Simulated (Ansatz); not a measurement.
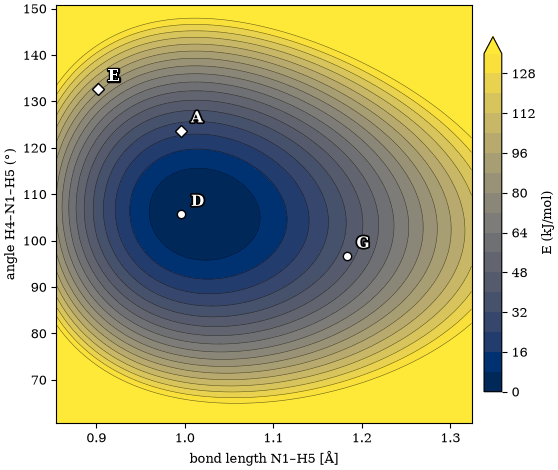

BBrH₄N, SMILES [NH3+]BBr, charge +1. First axis: bond length N1–H5. Second axis: angle H4–N1–H5. Nothing is relaxed (all other coordinates rigid). The scan uses an 11 × 11 grid. Points are written as (first, second). Energies: kJ/mol, counted from the relaxed molecule at the same level. Method: Ansatz 0.2.0, RKS BHLYP-D4/def2-TZVP.

Drawn: filled contours, one colour for all values above the top of the scale, lettered points. Between grid points the surface is interpolated.

**Is E the lowest point of the computed grid?**

No. E lies 90 kJ/mol above the lowest grid point, which is at (0.996 Å, 105.7°).

**What kind of point is each of A, D, E, G: minimum, saddle, maximum or slope?**

A: on a slope; D: minimum; E: on a slope; G: on a slope. (In these two coordinates alone; a stationary point may lie a little off the grid point.)
